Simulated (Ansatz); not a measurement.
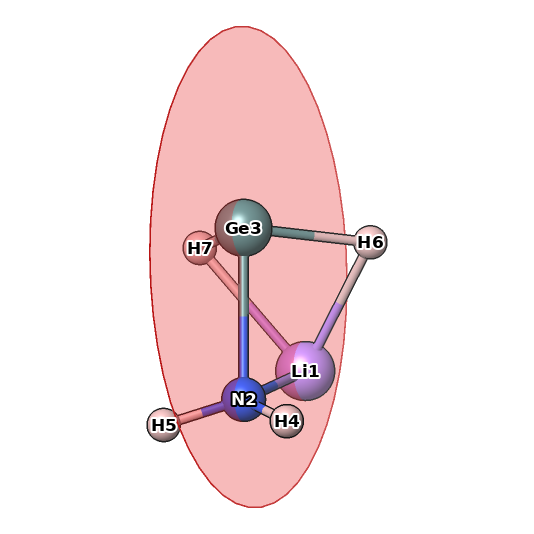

A disc through the centre of mass is drawn in. Distant atoms are faded towards the background colour. The geometry was computed by an optimisation with PBE-D4/def2-SVP. No frequency run is at hand to confirm it as a minimum.

Q: Is the plane of the disc a mirror plane of the structure?

A: Yes. The reflection leaves Li1, N2, Ge3 in place and moves H4 ↔ H5; H6 ↔ H7. The point group is Cs.
